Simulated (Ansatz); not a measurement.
System: YbWSe₂ (amorphous cell), 8 atoms in the cell.

```yaml
crystal:
  lattice:
    - [5.67525, -0.99080, -0.25319]
    - [-0.44398, 5.20140, -0.75284]
    - [0.08114, 1.06492, 6.32526]
  atoms:
    - { symbol: Se, position: [0.91322, 0.10168, 0.58204] }
    - { symbol: Se, position: [0.46797, 0.92159, 0.54670] }
    - { symbol: Se, position: [0.47666, 0.91040, 0.93548] }
    - { symbol: Se, position: [0.13788, 0.98453, 0.28940] }
    - { symbol: Yb, position: [0.78881, 0.56997, 0.46899] }
    - { symbol: Yb, position: [0.27687, 0.51836, 0.23461] }
    - { symbol: W, position: [0.83389, 0.36344, 0.93100] }
    - { symbol: W, position: [0.34404, 0.35697, 0.75413] }
```

Method: DFT with PBE, PAW plane waves, no spin polarisation, 3×4×3 k mesh, 420 eV cutoff, Fermi-Dirac smearing of 0.1 eV (Ansatz 0.2.0).

Predict the main features of the density of states.

It is a metal. The density of states at the Fermi level isn't well fixed here: it changes fast, and within 0.3 eV it runs from 8 to 21 per eV and cell. By projected weight, the states within 0.3 eV of the Fermi level are W 5d (50 %), Yb 4f (15 %) and Se 4p (15 %). Over the range shown, the centre of the W 5d weight lies 0.0 eV below the Fermi level, and about 50 % of the shell is filled. The tallest peak in the window is at −0.7 eV; by projected weight it is Yb 4f almost alone.

The atoms aren't at rest in this cell (largest force 3.9 eV/Å), so the relaxed material can differ. Spin-orbit coupling is left out, which matters for W and Yb.

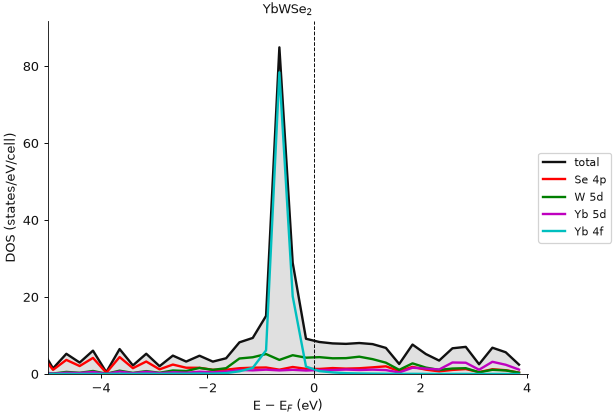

Density of states. Energies are counted from the Fermi level. The partial curves are projected on Löwdin-orthogonalised atomic shells.
